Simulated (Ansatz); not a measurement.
## CH₇ClSi: geometry relaxation (part 1 of 2)

- system: CH₇ClSi
- method: UKS B3LYP/def2-SVP (Ansatz 0.2.0)

It belongs to a series of runs on one base structure; here: end point B relaxed. Figures and captions count atoms from 1; the log counts them from 0 in places.

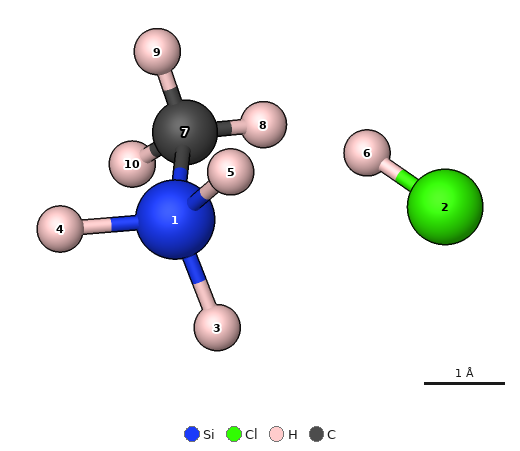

Figure 1. The structure as given in the input (ball-and-stick view, seen at a tilt; atoms are numbered from 1 in the order of the input). Bond lengths as drawn: Cl–H 1.31 Å, C–H 1.10 Å, C–Si 1.88 Å and H–Si 1.49 to 1.50 Å.

### The input
```yaml
crystal:
  periodic: [false, false, false]
  atoms:
    - { symbol: Si, position_ang: [-0.986593, 0.438103, -0.072327] }
    - { symbol: Cl, position_ang: [0.595606, -1.943052, -1.981825] }
    - { symbol: H, position_ang: [-0.867174, 0.924457, -1.473876] }
    - { symbol: H, position_ang: [-1.817398, 1.416337, 0.695095] }
    - { symbol: H, position_ang: [-1.682358, -0.878932, -0.04491] }
    - { symbol: H, position_ang: [0.906095, -1.392004, -0.830118] }
    - { symbol: C, position_ang: [0.691289, 0.350237, 0.77295] }
    - { symbol: H, position_ang: [1.484884, -0.226575, 0.268889] }
    - { symbol: H, position_ang: [0.583451, -0.06237, 1.791226] }
    - { symbol: H, position_ang: [1.092398, 1.373598, 0.874997] }
magnetization:
  spin_polarized: true
basis:
  gaussian: { orbitals: def2-SVP }
hamiltonian:
  xc: b3lyp
relax:
  f_tol: 0.03
  max_steps: 50
```

Run as:
```bash
ansatz run input.yaml --threads 2 --pin off --max-ram 3072MiB --backend cpu --events-out ev --progress --plain --runs-dir out
```

### What the program printed
```
The last accepted step is kept in [file] (removed where the run ends without a failure and the disk answers)
Engine: ansatz 0.2.0, aarch64-unknown-linux-gnu
Functional definition: B3LYP
  parameter a0 = 0.2
  parameter ax = 0.72
  parameter ac = 0.81
  exchange = (1 - a0 - ax)*slater_x + ax*b88_x + a0*exact_x
  correlation = (1 - ac)*vwn_rpa_c + ac*lyp_c
895 factors; integrals over basis functions are off by at most 3.3e-4 eV
mean field evaluation 1: about -21540.8569 eV, gradient 3.0e1 eV
mean field evaluation 2: about -21538.5276 eV, gradient 3.5e1 eV
mean field evaluation 4: about -21545.2750 eV, gradient 8.2e-1 eV
mean field evaluation 8: about -21545.2823 eV, gradient 5.4e-3 eV
mean field -21545.28229862 eV, -791.7745205575 hartree, gradient 2.6e-5 eV, S^2 0.000000; 0 other end points of the search recorded, 0 dependent functions left out
the calculation of the forces begins
reference -21545.28254466 eV, -791.7745295993 hartree; 22, 22 occupied and 63, 63 virtual orbitals, 895 factors
relax step   1: F+E_penalty+E_count = -21545.28229862 eV  Δ(F+E_penalty+E_count) = +0.000e0 eV  max|allowed force component| = 6.643e-1 eV/Å  Δτ_max = 0.0000 Å  (25 SCF iters, accepted)
these checks for a lower state are left out or cut short: starts, cluster_reference, orbital_swaps, neighbouring_geometries, increment
895 factors; integrals over basis functions are off by at most 3.3e-4 eV
mean field evaluation 16: about -21545.3617 eV, gradient 6.3e-2 eV
mean field -21545.36179919 eV, -791.7774421496 hartree, gradient 6.3e-6 eV, S^2 0.000000; 0 other end points of the search recorded, 0 dependent functions left out
[... from here on the field's lines of each further geometry are left out, up to the last ...]
relax step   2: F+E_penalty+E_count = -21545.36179919 eV  Δ(F+E_penalty+E_count) = -7.950e-2 eV  max|allowed force component| = 3.954e-1 eV/Å  Δτ_max = 0.1934 Å  (28 SCF iters, accepted)
relax step   3: F+E_penalty+E_count = -21545.39995217 eV  Δ(F+E_penalty+E_count) = -3.815e-2 eV  max|allowed force component| = 2.396e-1 eV/Å  Δτ_max = 0.2000 Å  (27 SCF iters, accepted)
relax step   4: F+E_penalty+E_count = -21545.41660289 eV  Δ(F+E_penalty+E_count) = -1.665e-2 eV  max|allowed force component| = 3.760e-1 eV/Å  Δτ_max = 0.2000 Å  (27 SCF iters, accepted)
relax step   5: F+E_penalty+E_count = -21545.43039457 eV  Δ(F+E_penalty+E_count) = -1.379e-2 eV  max|allowed force component| = 5.846e-1 eV/Å  Δτ_max = 0.1997 Å  (26 SCF iters, accepted)
relax step   6: F+E_penalty+E_count = -21545.31500648 eV  Δ(F+E_penalty+E_count) = +1.154e-1 eV  max|allowed force component| = 1.103e0 eV/Å  Δτ_max = 0.1518 Å  (27 SCF iters, rejected (line search))
relax step   7: F+E_penalty+E_count = -21545.44364571 eV  Δ(F+E_penalty+E_count) = -1.325e-2 eV  max|allowed force component| = 1.318e-1 eV/Å  Δτ_max = 0.0741 Å  (25 SCF iters, accepted)
relax step   8: F+E_penalty+E_count = -21545.44933470 eV  Δ(F+E_penalty+E_count) = -5.689e-3 eV  max|allowed force component| = 1.288e-1 eV/Å  Δτ_max = 0.1000 Å  (25 SCF iters, accepted)
relax step   9: F+E_penalty+E_count = -21545.44254469 eV  Δ(F+E_penalty+E_count) = +6.790e-3 eV  max|allowed force component| = 9.330e-1 eV/Å  Δτ_max = 0.1469 Å  (27 SCF iters, rejected (line search))
relax step  10: F+E_penalty+E_count = -21545.45507399 eV  Δ(F+E_penalty+E_count) = -5.739e-3 eV  max|allowed force component| = 1.014e-1 eV/Å  Δτ_max = 0.0734 Å  (25 SCF iters, accepted)
relax step  11: F+E_penalty+E_count = -21545.45983355 eV  Δ(F+E_penalty+E_count) = -4.760e-3 eV  max|allowed force component| = 8.130e-2 eV/Å  Δτ_max = 0.0750 Å  (25 SCF iters, accepted)
relax step  12: F+E_penalty+E_count = -21545.46521182 eV  Δ(F+E_penalty+E_count) = -5.378e-3 eV  max|allowed force component| = 6.548e-2 eV/Å  Δτ_max = 0.1125 Å  (27 SCF iters, accepted)
relax step  13: F+E_penalty+E_count = -21545.46743103 eV  Δ(F+E_penalty+E_count) = -2.219e-3 eV  max|allowed force component| = 8.331e-2 eV/Å  Δτ_max = 0.0771 Å  (28 SCF iters, accepted)
relax step  14: F+E_penalty+E_count = -21545.47120975 eV  Δ(F+E_penalty+E_count) = -3.779e-3 eV  max|allowed force component| = 1.572e-2 eV/Å  Δτ_max = 0.1190 Å  (28 SCF iters, accepted)
relax step  15: F+E_penalty+E_count = -21545.43002214 eV  Δ(F+E_penalty+E_count) = +4.119e-2 eV  max|allowed force component| = 9.676e-1 eV/Å  Δτ_max = 0.1951 Å  (27 SCF iters, rejected (line search))
relax step  16: F+E_penalty+E_count = -21545.47257148 eV  Δ(F+E_penalty+E_count) = -1.362e-3 eV  max|allowed force component| = 9.304e-2 eV/Å  Δτ_max = 0.0761 Å  (25 SCF iters, accepted)
relax step  17: F+E_penalty+E_count = -21545.47348190 eV  Δ(F+E_penalty+E_count) = -9.104e-4 eV  max|allowed force component| = 7.609e-2 eV/Å  Δτ_max = 0.0504 Å  (24 SCF iters, accepted)
relax step  18: F+E_penalty+E_count = -21545.47426471 eV  Δ(F+E_penalty+E_count) = -7.828e-4 eV  max|allowed force component| = 1.804e-1 eV/Å  Δτ_max = 0.0781 Å  (25 SCF iters, accepted)
relax step  19: F+E_penalty+E_count = -21545.47506492 eV  Δ(F+E_penalty+E_count) = -8.002e-4 eV  max|allowed force component| = 2.301e-1 eV/Å  Δτ_max = 0.1378 Å  (27 SCF iters, accepted)
relax step  20: F+E_penalty+E_count = -21545.47849661 eV  Δ(F+E_penalty+E_count) = -3.432e-3 eV  max|allowed force component| = 1.360e-2 eV/Å  Δτ_max = 0.0896 Å  (27 SCF iters, accepted)
relax step  21: F+E_penalty+E_count = -21545.47948198 eV  Δ(F+E_penalty+E_count) = -9.854e-4 eV  max|allowed force component| = 2.283e-1 eV/Å  Δτ_max = 0.1469 Å  (27 SCF iters, accepted)
relax step  22: F+E_penalty+E_count = -21545.48050498 eV  Δ(F+E_penalty+E_count) = -1.023e-3 eV  max|allowed force component| = 2.248e-1 eV/Å  Δτ_max = 0.0723 Å  (25 SCF iters, accepted)
relax step  23: F+E_penalty+E_count = -21545.48217042 eV  Δ(F+E_penalty+E_count) = -1.665e-3 eV  max|allowed force component| = 6.827e-3 eV/Å  Δτ_max = 0.0372 Å  (25 SCF iters, accepted)
the calculation of the forces begins
reference -21545.48268877 eV, -791.7818847596 hartree; 22, 22 occupied and 63, 63 virtual orbitals, 896 factors
relax step  24: F+E_penalty+E_count = -21545.48242923 eV  Δ(F+E_penalty+E_count) = -2.588e-4 eV  max|allowed force component| = 1.425e-2 eV/Å  Δτ_max = 0.0469 Å  (25 SCF iters, accepted)
896 factors; integrals over basis functions are off by at most 5.3e-4 eV
mean field evaluation 160: about -21545.4760 eV, gradient 5.7e-1 eV
```

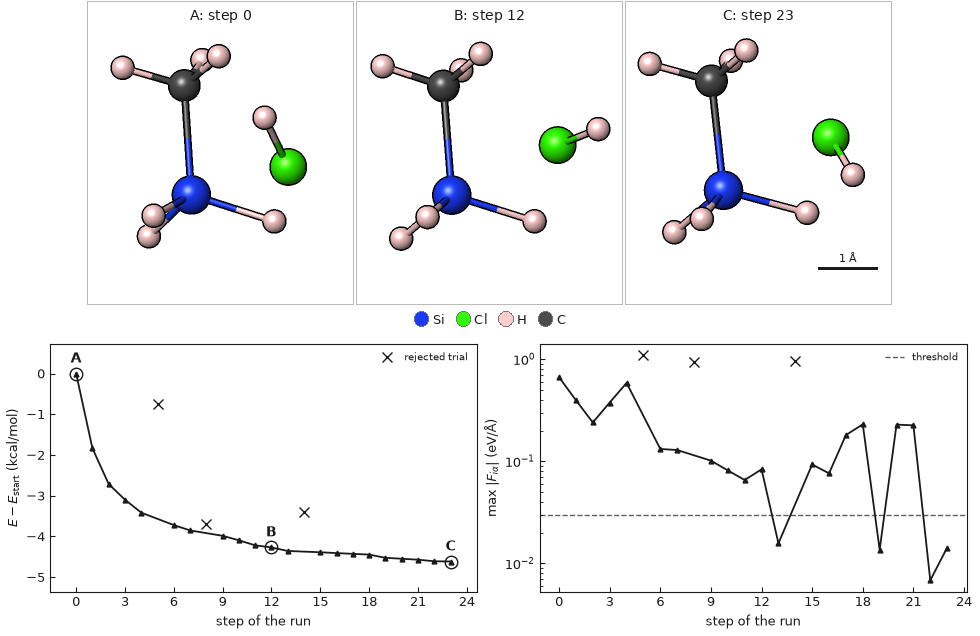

Figure 2. Frames of the relaxation (ball-and-stick view, seen at a tilt) above the curves, on which the letters mark them (the first geometry is step 0 here and step 1 in the log).

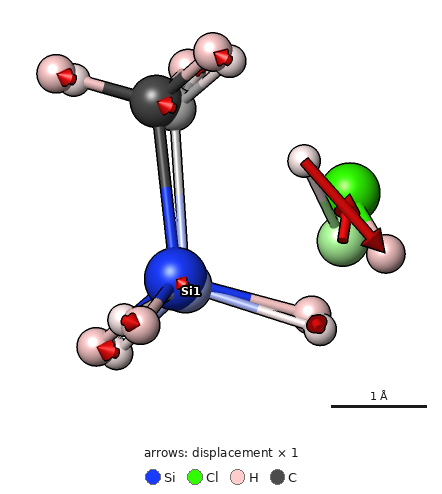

Figure 3. Start (faint) and end (solid) with the displacements as red arrows, at true length (ball-and-stick view, seen at a tilt). The two geometries are laid on each other by the best rigid fit. H6 moves most after the best rigid fit: 1.32 Å. By element the largest moves are H 1.32 Å, Cl 0.61 Å, C 0.23 Å, Si 0.14 Å. Among the contacts that change: Cl2–H6 1.314 → 1.292 Å, Si1–H5 1.490 → 1.499 Å. Among the angles that change: Si1–C7–H8 117.4° → 110.2°, H4–Si1–C7 107.2° → 111.4°, H8–C7–H10 105.4° → 108.3°. After 23 geometry steps the energy has fallen by 4.62 kcal/mol. Largest force component: 0.66 eV/Å at the start, 0.014 eV/Å at the end. The line search rejected the trial steps at points 5, 8, 14 (counted from 0) and went back. (Atoms are counted from 1 in the order of the input.)

```
mean field -21545.48242923 eV, -791.7818752216 hartree, gradient 6.1e-5 eV, S^2 0.000000; 1 other end points of the search recorded, 0 dependent functions left out
the calculation of the forces begins
reference -21545.48268877 eV, -791.7818847596 hartree; 22, 22 occupied and 63, 63 virtual orbitals, 896 factors
Total energy: -21545.48268877 eV, -791.7818847596 hartree
Atom 0 at    -0.957795     0.505485     0.018546 Å, force     0.008078    -0.001251     0.001789 eV/Å
Atom 1 at     1.221699    -2.136953    -1.948941 Å, force    -0.011968    -0.009461     0.003297 eV/Å
Atom 2 at    -0.921307     1.096697    -1.350660 Å, force    -0.000783     0.001181     0.000724 eV/Å
Atom 3 at    -2.000315     1.218339     0.815723 Å, force     0.003595    -0.006164    -0.003493 eV/Å
Atom 4 at    -1.390766    -0.923672    -0.113244 Å, force    -0.002902     0.003621     0.003608 eV/Å
Atom 5 at     0.083174    -2.218454    -1.343240 Å, force     0.014252     0.007135    -0.007855 eV/Å
Atom 6 at     0.729555     0.600749     0.852574 Å, force     0.000908     0.006964     0.000201 eV/Å
Atom 7 at     1.469696     0.020169     0.279900 Å, force    -0.008697     0.000514     0.001100 eV/Å
Atom 8 at     0.686632     0.193804     1.875530 Å, force     0.001040     0.001294    -0.000783 eV/Å
Atom 9 at     1.079627     1.643633     0.913911 Å, force    -0.003522    -0.003834     0.001413 eV/Å
Dipole moment:    -0.072873     0.003946     0.175927 e Å
```

### Trajectory as extended XYZ (Å, eV, eV/Å), 21 of the 24 frames kept, from step=1 to step=24
```
10
Properties=species:S:1:pos:R:3:forces:R:3 step=1 energy=-21545.28230
Si   -0.9866    0.4381   -0.0723   -0.4057   0.1642  -0.0278
Cl    0.5956   -1.9431   -1.9818    0.2525   0.0990   0.4093
H    -0.8672    0.9245   -1.4739   -0.0025   0.0087   0.0014
H    -1.8174    1.4163    0.6951    0.0162  -0.0151  -0.0008
H    -1.6824   -0.8789   -0.0449    0.0077   0.0156  -0.0080
H     0.9061   -1.3920   -0.8301   -0.1345  -0.4410  -0.6643
C     0.6913    0.3502    0.7730    0.3165   0.1283   0.3388
H     1.4849   -0.2266    0.2689   -0.0390   0.0433  -0.0108
H     0.5835   -0.0624    1.7912    0.0054   0.0227  -0.0482
H     1.0924    1.3736    0.8750   -0.0165  -0.0256   0.0105
10
Properties=species:S:1:pos:R:3:forces:R:3 step=2 energy=-21545.36180
Si   -1.0079    0.4787   -0.0414   -0.0486   0.0342  -0.0047
Cl    0.6872   -2.0745   -2.0902    0.1086   0.1233   0.3086
H    -0.8823    0.9529   -1.4476   -0.0094   0.0239   0.0003
H    -1.8408    1.4501    0.7257   -0.0340   0.0035  -0.0049
H    -1.6901   -0.8463   -0.0280    0.0025  -0.0019  -0.0023
H     0.9146   -1.5333   -0.9260   -0.0547  -0.2743  -0.3954
C     0.6822    0.3885    0.8028    0.1703   0.0554   0.1388
H     1.4678   -0.1840    0.2811   -0.1041  -0.0208  -0.0804
H     0.5829   -0.0407    1.8136   -0.0063   0.0351  -0.0007
H     1.0865    1.4084    0.9101   -0.0243   0.0216   0.0407
10
Properties=species:S:1:pos:R:3:forces:R:3 step=3 energy=-21545.39995
Si   -1.0322    0.5276   -0.0112    0.1419  -0.0560  -0.0091
Cl    0.7614   -2.1586   -2.1626    0.0604   0.0906   0.2162
H    -0.9081    1.0109   -1.4158   -0.0048   0.0380   0.0138
H    -1.8853    1.4777    0.7568   -0.0424   0.0173   0.0179
H    -1.6943   -0.8093   -0.0275   -0.0003   0.0070   0.0182
H     0.9826   -1.7180   -0.9620   -0.0448  -0.1653  -0.2396
C     0.6729    0.4243    0.8201    0.0138  -0.0489  -0.0569
H     1.4162   -0.1554    0.2421   -0.1238   0.0559   0.0048
H     0.5935   -0.0342    1.8190   -0.0032   0.0292   0.0075
H     1.0935    1.4347    0.9411    0.0032   0.0321   0.0272
10
Properties=species:S:1:pos:R:3:forces:R:3 step=4 energy=-21545.41660
Si   -1.0152    0.5429   -0.0140    0.0519   0.0001   0.0405
Cl    0.7572   -2.2064   -2.2089    0.0665   0.1146   0.3760
H    -0.8999    1.0971   -1.3947   -0.0030  -0.0051   0.0298
H    -1.9223    1.4239    0.7815    0.0014  -0.0122  -0.0115
H    -1.6295   -0.8172   -0.0843    0.0236   0.0252  -0.0124
H     0.9095   -1.9038   -0.9516   -0.0522  -0.1534  -0.3722
C     0.6812    0.4694    0.8319    0.0726  -0.0598  -0.0910
H     1.4388   -0.0757    0.2368   -0.1497   0.0571   0.0274
H     0.6083   -0.0184    1.8176   -0.0074   0.0241  -0.0016
H     1.0721    1.4880    0.9858   -0.0037   0.0093   0.0150
10
Properties=species:S:1:pos:R:3:forces:R:3 step=6 energy=-21545.31501 accepted=F
Si   -1.0313    0.6449    0.0150   -0.0276  -1.1030  -0.2637
Cl    0.9376   -2.1251   -2.1811    0.0493   0.0269  -0.2233
H    -0.9738    1.2752   -1.3419    0.0764   0.0672   0.1830
H    -2.0168    1.3768    0.8690    0.2471   0.0956   0.0524
H    -1.5387   -0.7500   -0.1497   -0.3273   0.0293  -0.1268
H     0.8238   -2.2116   -0.9068   -0.0568  -0.0429   0.2171
C     0.6792    0.4299    0.7938   -0.0831   0.5561   0.2573
H     1.4378   -0.1413    0.2371   -0.3005  -0.0325  -0.2724
H     0.6537    0.0386    1.8265   -0.1660   0.0611  -0.1071
H     1.0286    1.4624    0.8380    0.5884   0.3422   0.2835
```
